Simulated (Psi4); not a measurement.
# SiH2F2 (SiF2H2): M06-2X/6-31G(d) (spherical functions, sweep point 4)

Aim: the vertical ionisation energy of SiH2F2 (SiF2H2) at M06-2X/6-31G* (spherical functions, sweep point 4), from 2 runs. 

Program for the calculation: Psi4 1.11.

4 further runs of the same task are left out: 4 set aside as unsound or not needed.

## 1. The structure to begin with

SiH2F2 has 5 atoms, charge 0, and is taken as a singlet. As SMILES, `[H][Si]([H])(F)F`. The shape is that of a GFN2-xTB optimisation.

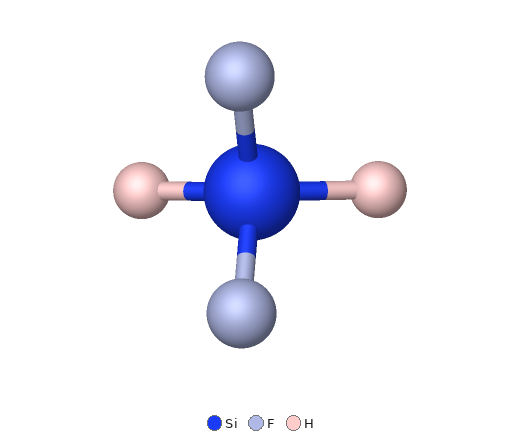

Viewed from a chosen angle; silicon blue, fluorine light blue, hydrogen pink.

## 2. A single-point energy at M06-2X/6-31G(d) (spherical functions, sweep point 4)

Contents of input.dat:

```
memory 1.6 GB

molecule geom {
  Si    -0.091360     0.000560    -0.064290
  F      0.009240    -0.018840     1.526500
  F      1.436020     0.010630    -0.519740
  H     -0.680140     1.257800    -0.455540
  H     -0.673740    -1.250150    -0.486920
  units angstrom
  symmetry c1
}

set {
  puream true
  scf_type pk
  dft_radial_points 50
  dft_spherical_points 194
}

energy("m06-2x/6-31G*")
print_variables()
```

Launch:

```sh
$ psi4 -i input.dat -o output.dat -n 1
```

output.dat, cut to the lines that bear on the results:

```text
[...]
  Running in c1 symmetry.
[...]
  Nuclear repulsion =  119.076698466433129
[...]
  Multiplicity = 1
[...]
  Nalpha       = 17
  Nbeta        = 17
[...]
    Number of basis functions: 50
[...]
   @RKS iter   1:  -490.31885940414577   -5.53975e-01   7.82542e-03 DIIS/ADIIS
[...]
   @RKS iter   6:  -490.36921229306876   -7.31462e-08   9.01481e-07 DIIS
[...]
    Orbital Energies [Eh]
    ---------------------
    Doubly Occupied:
       1A    -67.079029     2A    -25.240596     3A    -25.240398
       4A     -5.618700     5A     -3.930341     6A     -3.928867
       7A     -3.926693     8A     -1.334474     9A     -1.313329
      10A     -0.664077    11A     -0.572733    12A     -0.560061
      13A     -0.557575    14A     -0.513047    15A     -0.497073
      16A     -0.487385    17A     -0.417580
[...]
  @RKS Final Energy:  -490.36921229306876
   => Energetics <=
    Nuclear Repulsion Energy =            119.0766984664331289
    One-Electron Energy =                -918.4553611956825989
    Two-Electron Energy =                 329.3393935998686857
    DFT Exchange-Correlation Energy =     -20.3299431636879078
    Empirical Dispersion Energy =           0.0000000000000000
    VV10 Nonlocal Energy =                  0.0000000000000000
    Total Energy =                       -490.3692122930687560
[...]
 Multipole Moments:
 ------------------------------------------------------------------------------------
     Multipole            Electronic (a.u.)      Nuclear  (a.u.)        Total (a.u.)
 ------------------------------------------------------------------------------------
 L = 1.  Multiply by 2.5417464519 to convert [e a0] to [Debye]
 Dipole X            :          1.9861848           -2.6380780           -0.6518932
 Dipole Y            :         -0.0111557            0.0149484            0.0037926
 Dipole Z            :          1.3808231           -1.8370770           -0.4562539
 Magnitude           :                                                    0.7957052
[...]
```

Wall time 1.6 s (1 thread of AMD EPYC 9R45 (Zen 5), shared host); peak memory 0.36 GiB.

## 3. The doublet cation, same level

Contents of input.in:

```
memory 1600 mb

molecule molecule1 {
  1 2
  Si    -0.091360     0.000560    -0.064290
  F      0.009240    -0.018840     1.526500
  F      1.436020     0.010630    -0.519740
  H     -0.680140     1.257800    -0.455540
  H     -0.673740    -1.250150    -0.486920
  symmetry c1
}

set globals {
  reference            uks
  puream               true
  scf_type             pk
  dft_radial_points    50
  dft_spherical_points 194
  maxiter              150
}

e_tot, wfn = energy('m06-2x/6-31G*', return_wfn=True)
```

Launch:

```sh
$ psi4 -n 1 input.in input.out
```

input.out, cut to the lines that bear on the results:

```text
[...]
  Running in c1 symmetry.
[...]
  Nuclear repulsion =  119.076698466433129
[...]
  Multiplicity = 2
[...]
  Nalpha       = 17
  Nbeta        = 16
[...]
    Number of basis functions: 50
[...]
   @UKS iter   1:  -489.82630252723544   -6.14181e-02   7.44547e-03 DIIS/ADIIS
[...]
   @UKS iter   9:  -489.88863922049291   -4.11347e-09   2.77845e-07 DIIS
[...]
   @S^2 Observed:                7.622050886E-01
[...]
    Orbital Energies [Eh]
    ---------------------
    Alpha Occupied:
       1A    -67.399035     2A    -25.535375     3A    -25.535203
       4A     -5.938160     5A     -4.249934     6A     -4.248043
       7A     -4.247362     8A     -1.619162     9A     -1.597938
      10A     -0.969787    11A     -0.861493    12A     -0.850881
      13A     -0.848818    14A     -0.801732    15A     -0.789975
      16A     -0.773353    17A     -0.759127
    Alpha Virtual:
      18A     -0.203280    19A     -0.187755    20A     -0.124855
      21A     -0.069062    22A     -0.045090    23A     -0.004826
      24A      0.093256    25A      0.112722    26A      0.314624
[...]
  @UKS Final Energy:  -489.88863922049291
   => Energetics <=
    Nuclear Repulsion Energy =            119.0766984664331289
    One-Electron Energy =                -908.3682520360287072
    Two-Electron Energy =                 319.5345878373999540
    DFT Exchange-Correlation Energy =     -20.1316734882972312
    Empirical Dispersion Energy =           0.0000000000000000
    VV10 Nonlocal Energy =                  0.0000000000000000
    Total Energy =                       -489.8886392204929052
[...]
 Multipole Moments:
 ------------------------------------------------------------------------------------
     Multipole            Electronic (a.u.)      Nuclear  (a.u.)        Total (a.u.)
 ------------------------------------------------------------------------------------
 L = 1.  Multiply by 2.5417464519 to convert [e a0] to [Debye]
 Dipole X            :          0.9378642           -2.6380780           -1.7002138
 Dipole Y            :         -0.0058637            0.0149484            0.0090847
 Dipole Z            :          0.6526472           -1.8370770           -1.1844299
 Magnitude           :                                                    2.0721205
[...]
```

It took 2.4 s on 1 thread of AMD EPYC 9R45 (Zen 5), shared host; peak memory 0.37 GiB.

## 4. Outcome

Level: M06-2X/6-31G* (spherical functions, sweep point 4).

| quantity | value |
| --- | --- |
| singlet SiH2F2: total energy | -490.36921 Eh |
| singlet SiH2F2: dipole moment | 2.02 D |
| singlet SiH2F2: HOMO energy | -11.36 eV |
| singlet SiH2F2: LUMO energy | 1.48 eV |
| singlet SiH2F2: HOMO–LUMO gap | 12.84 eV |
| doublet cation: total energy | -489.88864 Eh |
| doublet cation: HOMO energy (highest over α and β) | -20.33 eV |
| doublet cation: LUMO energy (lowest over α and β) | -14.80 eV |
| doublet cation: ⟨S²⟩ | 0.762 |
| vertical ionisation energy (to the doublet cation) | 13.077 eV |

In words: Removing an electron at fixed nuclei costs 13.08 eV (1262 kJ/mol). −ε(HOMO) before ionisation, 11.36 eV, is 1.71 eV below this ionisation energy.
